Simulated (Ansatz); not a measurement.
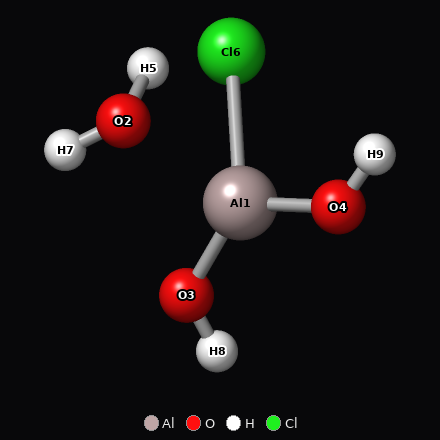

The system is the reacting system AlClH4O3 (fragments AlH₃O₃ + ClH where the first distance is long, AlClH₄O₃ where the second is long); the picture shows the reference structure. First axis: distance Al1–Cl6 (bond that forms). Second axis: distance H5–Cl6 (bond that breaks). Relaxed at each point: all other coordinates. The grid has 8 × 8 points. Points are written as (first, second). All energies are given in kcal/mol relative to the lowest grid point. Energies and slopes of some neighbouring points disagree (a jump in structure or state, or too coarse a mesh). The reference is spin-restricted, so regions where a bond is pulled apart into radicals lie too high. Computed with Ansatz, RKS B3LYP-D4/def2-SVP.

Its coordinates:

```yaml
atoms:
  - { symbol: Al, position_ang: [-0.2085, -0.4553, 0.1357] }
  - { symbol: O, position_ang: [1.1397, 1.2572, 0.2198] }
  - { symbol: O, position_ang: [-1.4986, 0.0267, 1.1169] }
  - { symbol: O, position_ang: [0.5045, -1.9839, 0.1024] }
  - { symbol: H, position_ang: [0.7108, 1.3840, -0.9688] }
  - { symbol: Cl, position_ang: [-0.2837, 0.6560, -2.2167] }
  - { symbol: H, position_ang: [0.7026, 1.9657, 0.7213] }
  - { symbol: H, position_ang: [-2.2070, -0.5421, 1.4306] }
  - { symbol: H, position_ang: [1.1401, -2.3082, -0.5412] }
```

Range: distance Al1–Cl6 (bond that forms) from 2.007 to 3.207 Å; distance H5–Cl6 (bond that breaks) from 1.197 to 2.997 Å.

Predict the map.

The lowest grid point is at (2.112 Å, 2.997 Å). It lies on the edge of the grid, but the force there points inwards, so the minimum lies inside the range. The highest grid point, (2.007 Å, 1.197 Å), lies 57.8 kcal/mol above the lowest.

| second ↓, first → | 2.007 | 2.112 | 2.258 | 2.423 | 2.603 | 2.795 | 2.997 | 3.207 |
| --- | --- | --- | --- | --- | --- | --- | --- | --- |
| 2.997 | 3.4 | 0.0 | 1.7 | 8.5 | 18.3 | 29.3 | 40.2 | 50.1 |
| 2.682 | 3.8 | 0.1 | 1.3 | 7.6 | 16.8 | 27.2 | 37.4 | 46.6 |
| 2.379 | 5.3 | 1.1 | 1.6 | 7.1 | 15.5 | 24.9 | 34.2 | 42.6 |
| 2.091 | 8.6 | 3.7 | 3.4 | 7.7 | 15.0 | 23.2 | 31.3 | 38.4 |
| 1.821 | 15.3 | 9.5 | 7.9 | 10.9 | 16.5 | 23.1 | 29.4 | 34.8 |
| 1.573 | 27.5 | 20.4 | 16.9 | 17.6 | 20.8 | 24.7 | 28.3 | 31.1 |
| 1.355 | 44.1 | 34.6 | 27.7 | 24.8 | 24.2 | 24.7 | 25.4 | 26.0 |
| 1.197 | 57.8 | 46.6 | 37.9 | 33.4 | 31.7 | 31.3 | 31.4 | 31.6 |

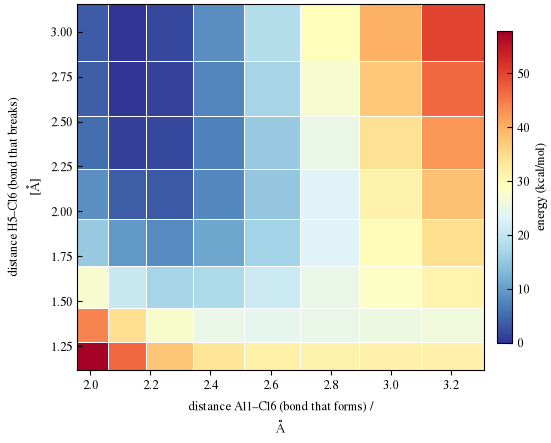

In the figure: one coloured cell a grid point.

Time for the 64 points that were run: 27 min on 1 thread of Arm Neoverse V1, with other jobs on the host.
